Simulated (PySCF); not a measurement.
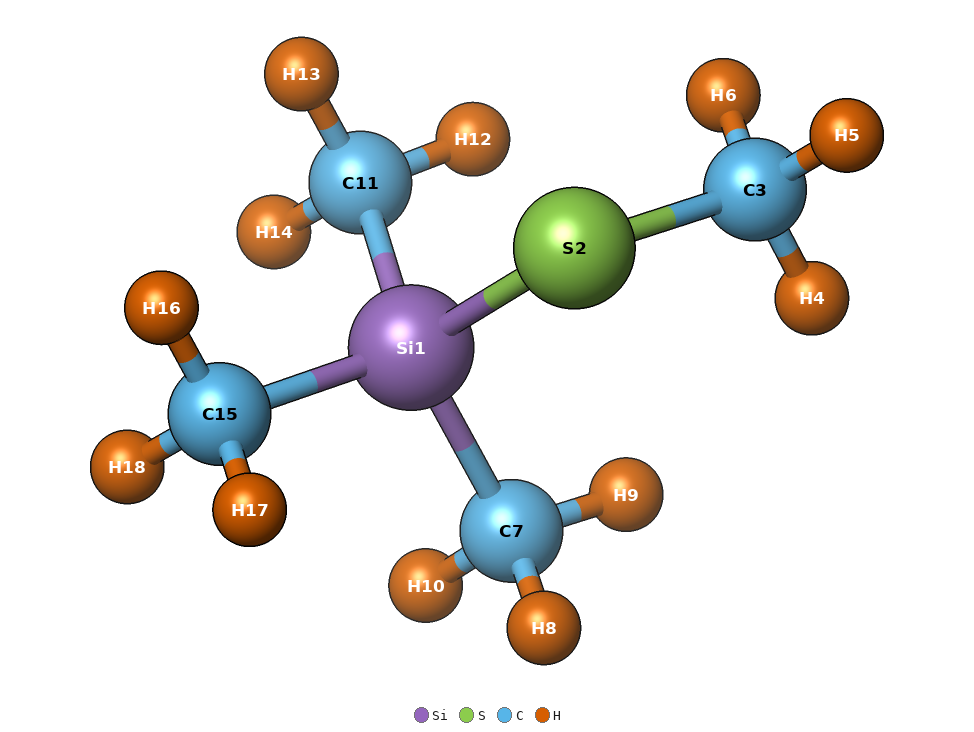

The computed structure is the end point of a PBE0-D3(BJ)/def2-SVP optimisation. No frequency run is at hand to confirm it as a minimum. Properties computed with delta-SCF UKS SCAN, pcX-2 on the ionised atom (unc-x2c-TZVPall on a metal), pcseg-1 elsewhere, spin-free X2C (PySCF 2.14.0).

Give the core-electron binding energies (to vacuum; p and d levels without spin–orbit splitting) of Si1 1s, Si1 2p, S2 1s, S2 2p, C3 1s, C7 1s.

```json
{"atom": "Si1", "level": "1s", "binding energy (eV)": "1846.1"}
{"atom": "Si1", "level": "2p", "binding energy (eV)": "106.4"}
{"atom": "S2", "level": "1s", "binding energy (eV)": "2476.1"}
{"atom": "S2", "level": "2p", "binding energy (eV)": "168.7"}
{"atom": "C3", "level": "1s", "binding energy (eV)": "291.1"}
{"atom": "C7", "level": "1s", "binding energy (eV)": "290.0"}
```
